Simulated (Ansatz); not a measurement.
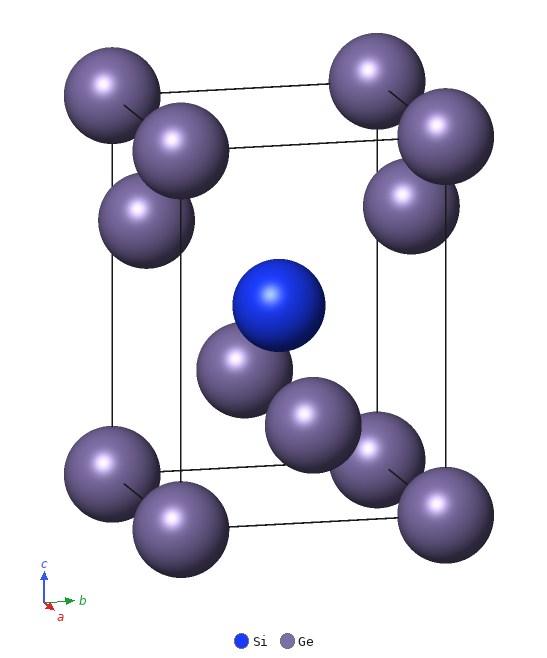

This spheres-only model is shown slightly off an axis. The simulation cell is drawn as a box.

Input used:
```yaml
crystal:
  lattice:
    - [4.0126314324, 0.0, 0.0]
    - [0.0, 4.0126314324, 0.0]
    - [0.0, 0.0, 5.6797824734]
  atoms:
    - { symbol: Si, position: [0.5, 0.5, 0.5] }
    - { symbol: Ge, position: [0.0, 0.0, 0.0] }
    - { symbol: Ge, position: [0.5, 0.0, 0.743543941] }
    - { symbol: Ge, position: [0.0, 0.5, 0.256456059] }
basis:
  ecutwfc: 420
kpoints:
  mp_grid: { grid: [10, 10, 6] }
  band_path:
    path:
      - [[0.0, 0.0, 0.0], [0.0, 0.5, 0.0], [0.5, 0.5, 0.0], [0.0, 0.0, 0.0], [0.0, 0.0, 0.5], [0.0, 0.5, 0.5], [0.5, 0.5, 0.5], [0.0, 0.0, 0.5]]
      - [[0.0, 0.5, 0.0], [0.0, 0.5, 0.5]]
      - [[0.5, 0.5, 0.0], [0.5, 0.5, 0.5]]
    npoints: 14
hamiltonian:
  xc: lda
scf:
  occupations: { method: gaussian, width: 0.01 }
  n_extra_bands: 10
output:
  forces: true
  stress: true
  eigenvalues: true
  populations: true
  dos: { projected: true, de: 0.02, nscf_kmesh: { grid: [12, 12, 8] } }
  bader: true
  write_density: true
  write_potential: true
  elf: true
  volumetric_format: npy
```
Run as:
```sh
ansatz run input.yaml --threads 1 --pin off --max-ram 2560MiB --backend cpu --events-out ev --progress --plain --runs-dir out
```

The calculation used DFT LDA, scalar-relativistic, plane waves, PAW (Ansatz), with E_cut = 420 eV, the zone sampled with 10×10×6 points, Gaussian smearing of 0.01 eV, no spin polarisation.

What charge does Bader's analysis assign to each element?

Si +0.26 e; Ge -0.13 to 0.00 e. Little charge moves, as in a metallic or covalent solid.

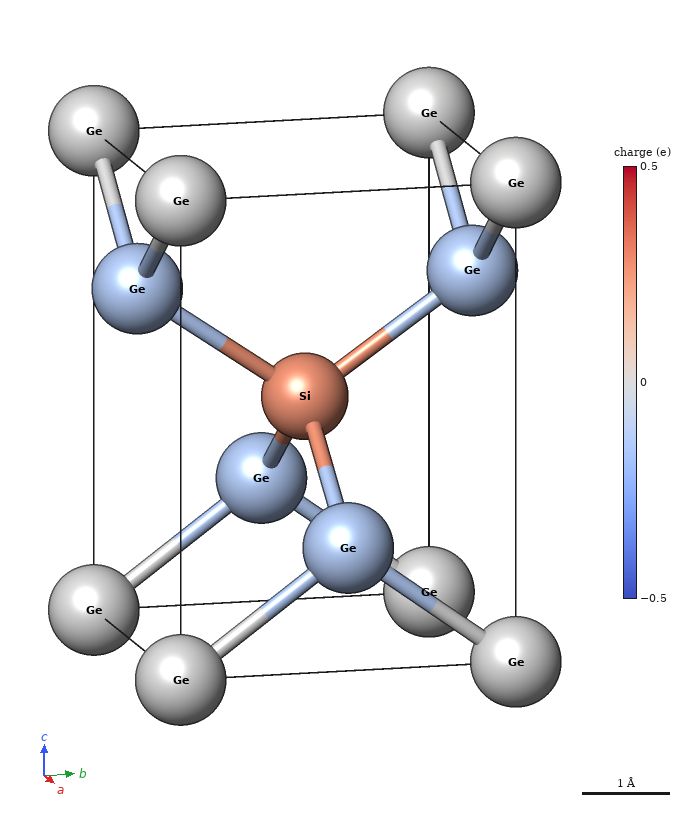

The atoms coloured by those charges.

Origin of the cell: a structure type filled with these elements by a generator (whether the compound takes this form wasn't checked). Earlier steps of the study, as a rule a relaxation of our own, may have changed the cell and positions, so they can lie some per cent off the listed ones. Ansatz was used for an electronic-structure calculation on it.

At this level of theory the run's own cell isn't at rest (stretched, at -4 GPa), so its distances can differ from those at equilibrium, the more so the softer the solid.
